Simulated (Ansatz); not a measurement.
# UHSE06/6-31G run of AlO (oxoaluminum)

What is the vertical doublet–quartet gap of AlO (oxoaluminum) at UHSE06/6-31G? 

The results are computed with Ansatz 0.2.0.

74 further runs of the same task are left out: 3 that didn't finish, 71 set aside as unsound or not needed.

## Step 1: Starting point

AlO: 2 atoms, total charge 0, spin state doublet. SMILES: `[O]=[Al]`. The shape comes from GFN2-xTB, which is rough for such elements, and wasn't checked as a minimum.

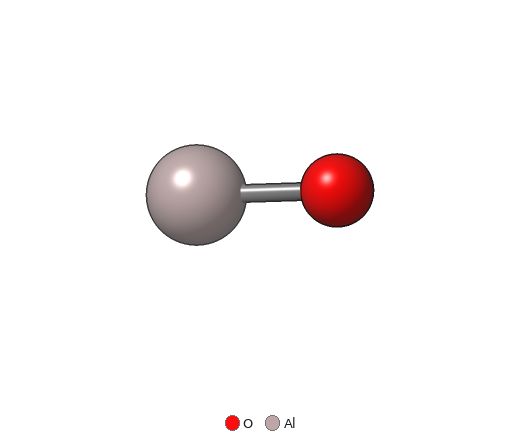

The structure, seen from a chosen angle (oxygen red, aluminium light grey).

## Step 2: The energy at UHSE06/6-31G

input.yaml

```yaml
basis:
  gaussian: {orbitals: 6-31G}
crystal:
  periodic: [false, false, false]
  atoms:
    - symbol: O
      position_ang: [0.000000, 0.000000, 0.000000]
    - symbol: Al
      position_ang: [0.000000, 0.000000, 1.570050]
hamiltonian: {xc: hse06}
accuracy: high
magnetization: {spin_polarized: true, initial_magnetization: 1}
```

The run is started by

```bash
$ ansatz run input.yaml --threads 1 --pin off --max-ram 2610MiB --events-out events.jsonl --progress --plain --runs-dir runs
```

Log:

```text
Warning: RAYON_NUM_THREADS=1 ignored (pool sized by the plan → 1); use --threads N
Functional definition: HSE06
  name "HSE06"
  parameter a = 0.25
  parameter omega = 0.11/bohr
  exchange = pbe_x - a*pbe_x_sr(omega) + a*exact_x_sr(omega)
  correlation = pbe_c
415 factors; integrals over basis functions are off by at most 2.7e-9 eV
78 factors; integrals over basis functions are off by at most 1.4e-9 eV
mean field evaluation 1: about -8623.5467 eV, gradient 5.0e1 eV
mean field evaluation 2: about -8448.2297 eV, gradient 1.3e2 eV
mean field evaluation 4: about -8635.2130 eV, gradient 2.4e0 eV
mean field evaluation 8: about -8635.3017 eV, gradient 2.9e-1 eV
mean field evaluation 16: about -8635.3248 eV, gradient 8.6e-5 eV
mean field -8635.32477689 eV, -317.3423323175 hartree, gradient 2.1e-8 eV, S^2 0.757183; 1 other end points of the search recorded, 0 dependent functions left out
reference -8635.32477958 eV, -317.3423324163 hartree; 11, 10 occupied and 11, 12 virtual orbitals, 415 factors
Total energy: -8635.32477958 eV, -317.3423324163 hartree
```

Wall time 0.7 s (1 thread of AMD EPYC 9R45 (Zen 5), shared host); peak memory 0.13 GiB.

## Step 3: The quartet

job.yaml

```yaml
basis:
  gaussian:
    orbitals: 6-31G
crystal:
  periodic: [false, false, false]
  atoms:
    - symbol: O
      position_ang: [0.000000, 0.000000, 0.000000]
    - symbol: Al
      position_ang: [0.000000, 0.000000, 1.570050]
magnetization:
  spin_polarized: true
  initial_magnetization: 3
hamiltonian:
  xc: hse06
accuracy: high
```

The run is started by

```bash
$ ansatz run job.yaml --threads 1 --pin off --max-ram 2610MiB --events-out events.jsonl --progress --plain --runs-dir runs
```

Log:

```text
Warning: RAYON_NUM_THREADS=1 ignored (pool sized by the plan → 1); use --threads N
Functional definition: HSE06
  name "HSE06"
  parameter a = 0.25
  parameter omega = 0.11/bohr
  exchange = pbe_x - a*pbe_x_sr(omega) + a*exact_x_sr(omega)
  correlation = pbe_c
415 factors; integrals over basis functions are off by at most 2.7e-9 eV
78 factors; integrals over basis functions are off by at most 1.4e-9 eV
mean field evaluation 1: about -8629.2428 eV, gradient 2.0e1 eV
mean field evaluation 2: about -8622.2218 eV, gradient 4.3e1 eV
mean field evaluation 4: about -8630.9973 eV, gradient 2.0e-1 eV
mean field evaluation 8: about -8631.0222 eV, gradient 2.4e-2 eV
mean field evaluation 16: about -8631.2484 eV, gradient 1.4e0 eV
mean field evaluation 32: about -8631.0222 eV, gradient 2.7e-4 eV
mean field evaluation 64: about -8631.2987 eV, gradient 6.1e-1 eV
mean field -8631.35165377 eV, -317.1963227358 hartree, gradient 3.9e-8 eV, S^2 3.751316; 6 other end points of the search recorded, 0 dependent functions left out
reference -8631.35165655 eV, -317.1963228378 hartree; 12, 9 occupied and 10, 13 virtual orbitals, 415 factors
Total energy: -8631.35165655 eV, -317.1963228378 hartree
```

It took 2.1 s on 1 thread of AMD EPYC 9R45 (Zen 5), shared host; peak memory 0.13 GiB.

## Step 4: Outcome

Level: UHSE06/6-31G.

| quantity | value |
| --- | --- |
| doublet: total energy | -317.34233 Eh |
| doublet: ⟨S²⟩ | 0.757 |
| quartet: total energy | -317.19632 Eh |
| quartet: ⟨S²⟩ | 3.751 |
| vertical energy of the quartet above the doublet | 3.973 eV |

In words: At this shape the quartet lies 3.97 eV (92 kcal/mol) above the doublet.
